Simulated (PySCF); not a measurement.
**One shape, several levels: C2H7BCl− (SMILES [BH3-]C(C)Cl)**

We compute a comparison of 6 runs (HF/STO-3G, HF/3-21G, B3LYP/6-31G, B3LYP/6-31G*, MP2/def2-SVPD) of C2H7BCl−. 

The calculation is run with PySCF 2.14.0.

## (1) The molecule

C2H7BCl− has 11 atoms, charge -1, and is taken as a singlet. As SMILES, `[BH3-]C(C)Cl`. Geometry: relaxed at GFN2-xTB.

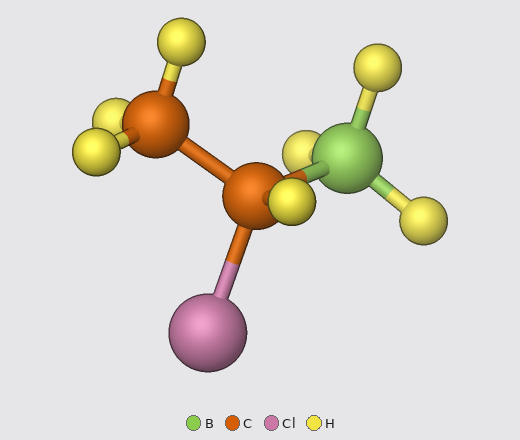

Viewed from a chosen angle; boron green, carbon orange, chlorine pink, hydrogen yellow.

## (2) Energy and forces at HF/STO-3G (run 1)

input.xyz

```xyz
11
C2H7BCl
B     -0.605860     1.141510    -0.521720
C      0.057120    -0.369610    -0.446030
C      0.659530    -0.724300     0.900770
Cl    -1.146500    -1.663050    -0.815630
H     -1.078990     1.328780    -1.624310
H     -1.452590     1.274550     0.338460
H      0.317470     1.919680    -0.330370
H      0.814750    -0.518920    -1.226750
H      1.451560    -0.008430     1.119500
H     -0.096780    -0.643900     1.681160
H      1.080290    -1.736310     0.924920
```

run.py

```python
import pyscf.grad
from pyscf import gto, scf

molecule = gto.M(
    atom='input.xyz',
    verbose=3,
    basis='sto-3g',
    charge=-1,
    max_memory=1860,
)

mf = scf.RHF(molecule)
mf.conv_tol = 1e-10
mf.kernel()
if not mf.converged:
    mf = mf.newton().run(mf.mo_coeff, mf.mo_occ)

etot = mf.e_tot
print(f'total energy: {etot:.8f} hartree')
grad = mf.Gradients().kernel()
dip = mf.dip_moment()
pop, q = mf.mulliken_pop()
```

Command:

```sh
$ OMP_NUM_THREADS=1 python run.py
```

What it wrote:

```text
converged SCF energy = -557.755753738814
total energy: -557.75575374 hartree
--------------- RHF gradients ---------------
         x                y                z
0 B     0.0030297822    -0.0266718230     0.0015430425
1 C    -0.0120619179    -0.0322442488     0.0157365950
2 C    -0.0114087031     0.0051484853    -0.0177311509
3 Cl     0.0282982551     0.0317476732     0.0100063996
4 H    -0.0100098427     0.0048181649    -0.0229708932
5 H    -0.0180289542     0.0039107787     0.0174810136
6 H     0.0209333182     0.0163689936     0.0037435581
7 H     0.0009268670    -0.0009947132    -0.0055824986
8 H     0.0010277436     0.0034951357    -0.0020258966
9 H    -0.0041936020     0.0010325191     0.0014029712
10 H     0.0014870536    -0.0066109656    -0.0016031407
----------------------------------------------

WARN: System has nonzero charge -1; the dipole moment is origin-dependent.
Location of origin: [0. 0. 0.]

Dipole moment(X, Y, Z, Debye):  4.35281, -1.96795,  2.94504
 ** Mulliken pop  **
pop of  0 B 1s            1.98830
pop of  0 B 2s            0.85590
pop of  0 B 2px           0.75317
pop of  0 B 2py           0.62087
pop of  0 B 2pz           0.78283
pop of  1 C 1s            1.99260
pop of  1 C 2s            1.26429
pop of  1 C 2px           0.86126
pop of  1 C 2py           1.02527
pop of  1 C 2pz           0.90506
pop of  2 C 1s            1.99207
pop of  2 C 2s            1.18372
pop of  2 C 2px           1.00191
pop of  2 C 2py           0.98027
pop of  2 C 2pz           1.01177
pop of  3 Cl 1s           1.99997
pop of  3 Cl 2s           1.99895
pop of  3 Cl 3s           1.95500
pop of  3 Cl 2px          1.99589
pop of  3 Cl 2py          1.99500
pop of  3 Cl 2pz          1.99949
pop of  3 Cl 3px          1.73927
pop of  3 Cl 3py          1.67914
pop of  3 Cl 3pz          1.96898
pop of  4 H 1s            1.19086
pop of  5 H 1s            1.19264
pop of  6 H 1s            1.20009
pop of  7 H 1s            0.98003
pop of  8 H 1s            0.95726
pop of  9 H 1s            0.95086
pop of  10 H 1s           0.97728
 ** Mulliken atomic charges  **
charge of    0B =     -0.00106
charge of    1C =     -0.04847
charge of    2C =     -0.16974
charge of    3Cl =     -0.33170
charge of    4H =     -0.19086
charge of    5H =     -0.19264
charge of    6H =     -0.20009
charge of    7H =      0.01997
charge of    8H =      0.04274
charge of    9H =      0.04914
charge of   10H =      0.02272
```

Run time: 1.9 s. Hardware: 1 thread of Intel Xeon at 2.70GHz, shared host; peak memory 0.12 GiB.

## (3) Energy and forces at HF/3-21G (run 2)

job.py

```python
# [BH3-]C(C)Cl
from pyscf import gto

mol = gto.M(
    atom='''
B     -1.144909     2.157141    -0.985908
C      0.107941    -0.698462    -0.842875
C      1.246331    -1.368729     1.702209
Cl    -2.166571    -3.142709    -1.541317
H     -2.038996     2.511030    -3.069501
H     -2.744997     2.408550     0.639597
H      0.599931     3.627669    -0.624309
H      1.539654    -0.980617    -2.318222
H      2.743051    -0.015930     2.115548
H     -0.182888    -1.216795     3.176932
H      2.041452    -3.281150     1.747845
''',
    max_memory=1860,
    basis='3-21g',
    unit='bohr',
    charge=-1,
    verbose=4,
)

calc0 = mol.RHF()
calc0.conv_tol = 1e-10
calc0.kernel()
if not calc0.converged:
    calc0 = calc0.newton().run(calc0.mo_coeff, calc0.mo_occ)

e_tot = calc0.e_tot
print(f'total energy: {e_tot:.8f} hartree')
grad = calc0.nuc_grad_method().kernel()
calc0.analyze()
```

Command:

```sh
$ OMP_NUM_THREADS=1 python job.py
```

What it wrote:

```text
PySCF version 2.14.0

[... 82 lines left out ...]
Two-electron Energy =                  370.455526925725337
[... 9 lines left out ...]
MO #6   energy= -7.74655602831543  occ= 2
[... 7 lines left out ...]
MO #14  energy= -0.401314108278315 occ= 2
[... 7 lines left out ...]
MO #22  energy= 0.401379332742834  occ= 0
[... 7 lines left out ...]
MO #30  energy= 0.597941528965074  occ= 0
[... 7 lines left out ...]
MO #38  energy= 1.04816599259751   occ= 0
[... 7 lines left out ...]
MO #46  energy= 1.52834424797097   occ= 0
[... 7 lines left out ...]
MO #54  energy= 2.53250383713747   occ= 0
[... 69 lines left out ...]
WARN: System has nonzero charge -1; the dipole moment is origin-dependent.
Location of origin: [0. 0. 0.]

Dipole moment(X, Y, Z, Debye):  4.51484, -1.70257,  2.95001
```

It took 2 s on 1 thread of Intel Xeon at 2.70GHz, shared host; peak memory 0.13 GiB.

Runs 3 to 4 aren't shown in full; the table further down has their settings and results.

## (4) Energy and forces at B3LYP/6-31G(d) (Cartesian functions) (run 5)

job.py

```python
# [BH3-]C(C)Cl
import pyscf.grad
from pyscf import gto, dft

mol = gto.M(
    atom='''
B     -0.605860     1.141510    -0.521720
C      0.057120    -0.369610    -0.446030
C      0.659530    -0.724300     0.900770
Cl    -1.146500    -1.663050    -0.815630
H     -1.078990     1.328780    -1.624310
H     -1.452590     1.274550     0.338460
H      0.317470     1.919680    -0.330370
H      0.814750    -0.518920    -1.226750
H      1.451560    -0.008430     1.119500
H     -0.096780    -0.643900     1.681160
H      1.080290    -1.736310     0.924920
''',
    cart=True,
    charge=-1,
    basis='6-31g*',
    max_memory=1860,
    verbose=4,
)

mf = dft.RKS(mol, xc='b3lyp')
mf.grids.level = 5
mf.conv_tol = 1e-10
mf.kernel()
if not mf.converged:
    mf = mf.newton().run(mf.mo_coeff, mf.mo_occ)

energy = mf.e_tot
print('E(%s) = %.9f' % ('B3LYP', energy))
grad = mf.Gradients().kernel()
mf.analyze()
```

Command:

```sh
$ OMP_NUM_THREADS=1 python job.py
```

What it wrote:

```text
PySCF version 2.14.0

[... 98 lines left out ...]
Two-electron Energy =                  369.975232549630789
[... 11 lines left out ...]
MO #8   energy= -6.45371949333394  occ= 2
[... 9 lines left out ...]
MO #18  energy= -0.107437734835829 occ= 2
[... 9 lines left out ...]
MO #28  energy= 0.403475339022178  occ= 0
[... 9 lines left out ...]
MO #38  energy= 0.710906514430975  occ= 0
[... 9 lines left out ...]
MO #48  energy= 1.06705023996532   occ= 0
[... 9 lines left out ...]
MO #58  energy= 1.46710056851968   occ= 0
[... 9 lines left out ...]
MO #68  energy= 2.23446608531618   occ= 0
[... 9 lines left out ...]
MO #78  energy= 4.61810637384246   occ= 0
[... 93 lines left out ...]
WARN: System has nonzero charge -1; the dipole moment is origin-dependent.
Location of origin: [0. 0. 0.]

Dipole moment(X, Y, Z, Debye):  4.04653, -1.83923,  2.70224
```

It took 31 s on 1 thread of Intel Xeon at 2.70GHz, shared host; peak memory 0.77 GiB.

## (5) Energy and gradient at MP2/def2-SVPD (run 6)

calc.py

```python
from pyscf import gto, scf, mp

molecule = gto.Mole()
molecule.atom = [
    ('B', (-0.605860, 1.141510, -0.521720)),
    ('C', (0.057120, -0.369610, -0.446030)),
    ('C', (0.659530, -0.724300, 0.900770)),
    ('Cl', (-1.146500, -1.663050, -0.815630)),
    ('H', (-1.078990, 1.328780, -1.624310)),
    ('H', (-1.452590, 1.274550, 0.338460)),
    ('H', (0.317470, 1.919680, -0.330370)),
    ('H', (0.814750, -0.518920, -1.226750)),
    ('H', (1.451560, -0.008430, 1.119500)),
    ('H', (-0.096780, -0.643900, 1.681160)),
    ('H', (1.080290, -1.736310, 0.924920)),
]
molecule.basis = 'def2-svpd'
molecule.max_memory = 1860
molecule.verbose = 4
molecule.charge = -1
molecule.build()

calc0 = scf.RHF(molecule)
calc0.conv_tol = 1e-10
calc0.kernel()
if not calc0.converged:
    calc0 = calc0.newton().run(calc0.mo_coeff, calc0.mo_occ)

pt = mp.MP2(calc0, frozen=8).run()
e_final = pt.e_tot
print('Final energy', e_final)
grad = pt.nuc_grad_method().kernel()
calc0.analyze()
```

Command:

```sh
$ OMP_NUM_THREADS=1 python calc.py
```

What it wrote:

```text
PySCF version 2.14.0

[... 90 lines left out ...]
Two-electron Coulomb Energy =          414.804242451868049
[... 19 lines left out ...]
MO #17  energy= -0.288109364951991 occ= 2
[... 17 lines left out ...]
MO #35  energy= 0.39068510590769   occ= 0
[... 17 lines left out ...]
MO #53  energy= 0.625127473024433  occ= 0
[... 17 lines left out ...]
MO #71  energy= 0.794321114939822  occ= 0
[... 17 lines left out ...]
MO #89  energy= 1.37762905566773   occ= 0
[... 17 lines left out ...]
MO #107 energy= 1.8586692775124    occ= 0
[... 17 lines left out ...]
MO #125 energy= 2.5683784578704    occ= 0
[... 17 lines left out ...]
MO #143 energy= 3.66815011783969   occ= 0
[... 158 lines left out ...]
WARN: System has nonzero charge -1; the dipole moment is origin-dependent.
Location of origin: [0. 0. 0.]

Dipole moment(X, Y, Z, Debye):  4.25297, -1.77970,  2.77354
```

It took 67 s on 1 thread of Intel Xeon at 2.70GHz, shared host; peak memory 1.9 GiB.

## (6) The series

| run | level | integration grid | Cartesian functions | energy (Eh) | HOMO energy (eV) | LUMO energy (eV) | HOMO–LUMO gap (eV) | wall time |
| --- | --- | --- | --- | --- | --- | --- | --- | --- |
| 1 | HF/STO-3G | – | no | -557.755754 | -2.92 | 16.56 | 19.49 | 1.9 s |
| 2 | HF/3-21G | – | no | -561.205883 | -5.17 | 10.92 | 16.10 | 2 s |
| 3 | B3LYP/6-31G | 5 | no | -565.458012 | -1.61 | 6.38 | 8.00 | 23 s |
| 4 | B3LYP/6-31G* (spherical functions) | 5 | no | -565.497030 | -1.59 | 6.28 | 7.87 | 35 s |
| 5 | B3LYP/6-31G* (Cartesian functions) | 5 | yes | -565.502278 | -1.58 | 6.28 | 7.86 | 31 s |
| 6 | MP2/def2-SVPD | – | no | -564.364659 | -5.53 | 5.84 | 11.37 | 67 s |

## (7) Outcome

| quantity | value |
| --- | --- |
| run 6: total energy | -564.36466 Eh |
| run 6: HOMO energy (Hartree–Fock orbitals) | -5.53 eV |
| run 6: LUMO energy (Hartree–Fock orbitals) | 5.84 eV |
| run 6: HOMO–LUMO gap (to an unbound level, set by the basis) | 11.37 eV |
| run 6: correlation energy (8 core orbitals frozen) | -580.0 mEh |
| run 6: largest force on an atom | 1.047 eV/Å |

Over runs 1, 2, 3, 4, 5 the HOMO–LUMO gap runs from 7.86 eV (B3LYP/6-31G*) to 19.49 eV (HF/STO-3G). The two ends differ in method and basis. The empty levels of an anion lie above zero and hang on the basis. In run 1 the basis is minimal, so the values are rough. All runs together took 2.7 min, the longest 67 s.
